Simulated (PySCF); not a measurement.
## Single-point calculation, with input and output: GeH

- system: GeH, multiplicity 2
- method: UHF-based MP2, Ge def2-SVP, H def2-SVP; non-relativistic Hamiltonian; density fitting (PySCF 2.14.0)

The geometry comes from this level: PBE0.

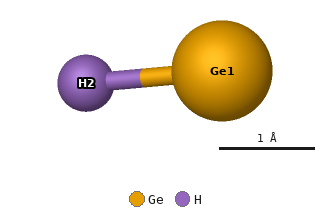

**Figure 1.** The structure as given in the input (ball-and-stick view, seen at a tilt; atoms are numbered from 1 in the order of the input). Sticks mark near contacts.

### Key numbers

| quantity | value |
| --- | --- |
| outcome | converged |
| total energy | −2075.822527 hartree |
| SCF energy | −2075.629762 hartree |
| ⟨S²⟩ | 0.762 |
| dipole moment | 0.07 D |
| hardware | 1 thread of AMD EPYC (Zen 3), 64 GiB of memory available, shared host |
| peak memory | 0.42 GiB |

### The input
```python
from pyscf import gto, scf, dft
mol = gto.M(atom='''
Ge     0.000000    -0.000000    -0.021202
H      0.000000    -0.000000     1.583387''',
    basis={'Ge': 'def2-SVP', 'H': 'def2-SVP'},
    charge=0, spin=1)
mf = scf.UHF(mol)
aux = {'Ge': 'def2-universal-JKFIT', 'H': 'def2-universal-JKFIT'}
mf = mf.density_fit(auxbasis=aux)
mf.conv_tol = 1e-09
mf.diis_space = 10
mf.max_cycle = 60
mf.verbose = 4
mf.kernel()
```

The script is an equivalent of the set-up of the self-consistent field. The run itself was carried out by a driver, which started from the orbitals of the step before it where there was one and computed the further properties.

Command:
```bash
OMP_NUM_THREADS=1 python axn.py task.json out
```

### Log
```
init E= -2075.62077699858
  alpha nocc = 17  HOMO = -0.277337046168942  LUMO = 0.0662476570425459
  beta  nocc = 16  HOMO = -0.350830117710872  LUMO = 0.0248699441263112
  HOMO = -0.277337046169  LUMO = 0.0248699441263  gap/eV = 8.22347
cycle= 1 E= -2075.62878348721  delta_E= -0.00801  |g|= 0.0589  |ddm|= 0.164
  alpha nocc = 17  HOMO = -0.281779354411918  LUMO = 0.0639288262714626
  beta  nocc = 16  HOMO = -0.355013221144977  LUMO = 0.0205418441532133
  HOMO = -0.281779354412  LUMO = 0.0205418441532  gap/eV = 8.22658
cycle= 2 E= -2075.62954112548  delta_E= -0.000758  |g|= 0.0317  |ddm|= 0.0766
  alpha nocc = 17  HOMO = -0.284856299119999  LUMO = 0.062010363835749
  beta  nocc = 16  HOMO = -0.358230411538251  LUMO = 0.0180499917655133
  HOMO = -0.28485629912  LUMO = 0.0180499917655  gap/eV = 8.24250
cycle= 3 E= -2075.62973808543  delta_E= -0.000197  |g|= 0.00371  |ddm|= 0.0129
  alpha nocc = 17  HOMO = -0.286173272276236  LUMO = 0.0618764487714549
  beta  nocc = 16  HOMO = -0.359579005617972  LUMO = 0.0173241210663639
  HOMO = -0.286173272276  LUMO = 0.0173241210664  gap/eV = 8.25858
cycle= 4 E= -2075.6297589697  delta_E= -2.09e-05  |g|= 0.000955  |ddm|= 0.0133
  alpha nocc = 17  HOMO = -0.286321189290879  LUMO = 0.0621597894580108
  beta  nocc = 16  HOMO = -0.359715311976351  LUMO = 0.0174865622742626
  HOMO = -0.286321189291  LUMO = 0.0174865622743  gap/eV = 8.26703
cycle= 5 E= -2075.62976171107  delta_E= -2.74e-06  |g|= 0.000366  |ddm|= 0.00496
  alpha nocc = 17  HOMO = -0.286369697783766  LUMO = 0.0621567159896035
  beta  nocc = 16  HOMO = -0.359760368351756  LUMO = 0.0174939629593114
  HOMO = -0.286369697784  LUMO = 0.0174939629593  gap/eV = 8.26855
cycle= 6 E= -2075.62976227947  delta_E= -5.68e-07  |g|= 0.000184  |ddm|= 0.00228
  alpha nocc = 17  HOMO = -0.286359522903336  LUMO = 0.0621587631291081
  beta  nocc = 16  HOMO = -0.359731320064887  LUMO = 0.0175066733775915
  HOMO = -0.286359522903  LUMO = 0.0175066733776  gap/eV = 8.26862
cycle= 7 E= -2075.62976244161  delta_E= -1.62e-07  |g|= 6.21e-05  |ddm|= 0.00141
  alpha nocc = 17  HOMO = -0.286358832407644  LUMO = 0.0621558752413969
  beta  nocc = 16  HOMO = -0.359715612326089  LUMO = 0.0175008509565657
  HOMO = -0.286358832408  LUMO = 0.0175008509566  gap/eV = 8.26844
cycle= 8 E= -2075.62976245651  delta_E= -1.49e-08  |g|= 8.72e-06  |ddm|= 0.000468
  alpha nocc = 17  HOMO = -0.286359538681681  LUMO = 0.0621559079624285
  beta  nocc = 16  HOMO = -0.359712218654161  LUMO = 0.0174991919426137
  HOMO = -0.286359538682  LUMO = 0.0174991919426  gap/eV = 8.26842
cycle= 9 E= -2075.62976245669  delta_E= -1.74e-10  |g|= 1.51e-06  |ddm|= 4.14e-05
  alpha nocc = 17  HOMO = -0.286359540651139  LUMO = 0.0621560849842289
  beta  nocc = 16  HOMO = -0.359711943675293  LUMO = 0.0174992377321699
  HOMO = -0.286359540651  LUMO = 0.0174992377322  gap/eV = 8.26842
```

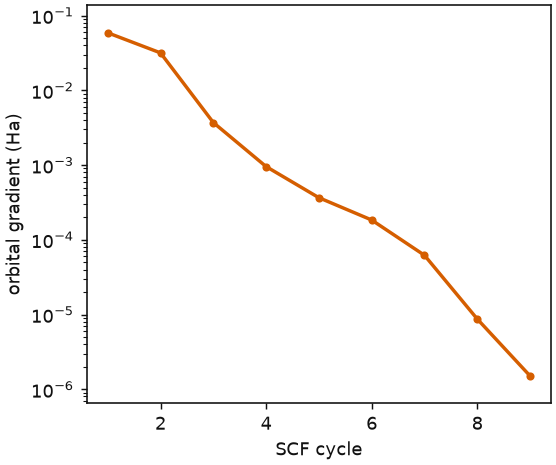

**Figure 2.** Convergence of the self-consistent field: orbital gradient against the SCF cycle. The residual falls at every step.

```
Extra cycle  E= -2075.62976245668  delta_E= 2.27e-12  |g|= 7.24e-07  |ddm|= 3.87e-06
converged SCF energy = -2075.62976245668  <S^2> = 0.76169723  2S+1 = 2.0116632
```

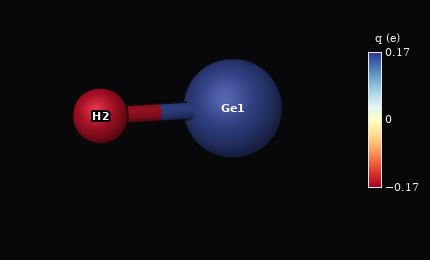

**Figure 3.** Mulliken charges, as the colour of each atom (ball-and-stick view, seen at a tilt; atoms are numbered from 1 in the order of the input). By element: Ge +0.16 and H −0.16 e.
